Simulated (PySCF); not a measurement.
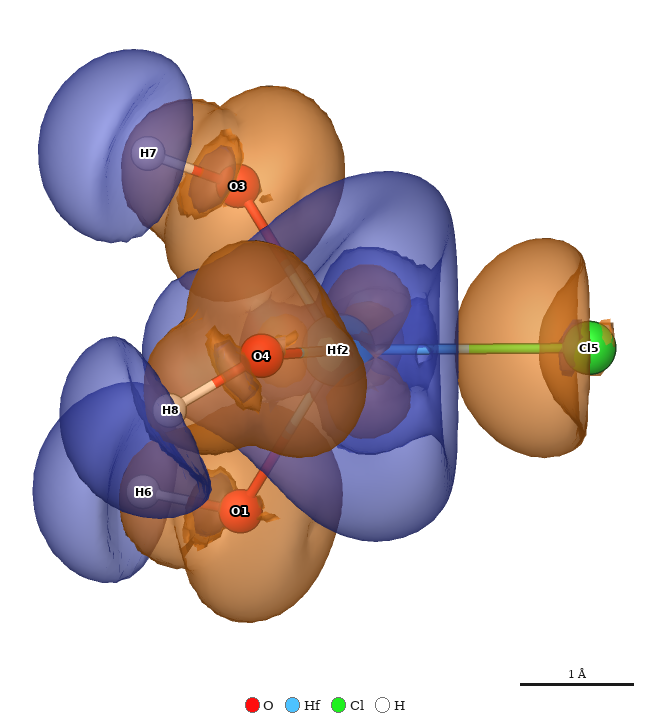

Figure 1: ClH$_{3}$HfO$_{3}$, SMILES `O[Hf](O)(O)Cl`. Deformation density (molecule less spherical, spin-averaged free atoms at the same positions), surfaces at ±0.04 e/Å³; orange: gain, blue: loss.

Level of theory: B3LYP/def2-SVPD (PySCF), at a geometry from GFN2-xTB. Core potentials replace the inner electrons of Hf; spin–orbit coupling isn't included. This is a single-reference result, which may miss multireference character in this system. No frequency check shows the geometry to be a minimum. GFN2-xTB bond lengths at metals and heavier atoms can be off by up to 0.1 Å and shapes distorted, which carries into these values.

How much density has each bond gained at its critical point, relative to the free atoms?

Hf2–O3, O1–Hf2 and Hf2–O4: +0.08 e/Å³ at the bond critical point (bond length 1.86 Å); up to 0.6 Å beside the axis the gain reaches +0.34 e/Å³. Hf2–Cl5: +0.06 e/Å³ at the bond critical point (bond length 2.24 Å); up to 0.6 Å beside the axis the gain reaches +0.19 e/Å³. In all, 2.1 electrons gather in the regions of gain relative to the promolecule. A small or negative value marks a very polar bond, one between electron-rich atoms, whose free-atom densities already overlap strongly, a long bond to a heavier atom, or a closed-shell contact such as a hydrogen bond.

Where do the Hirshfeld charges lie?

The highest Hirshfeld charge is on Hf2 (+0.79 e), the lowest on O1, O3 and O4 (−0.35 e).
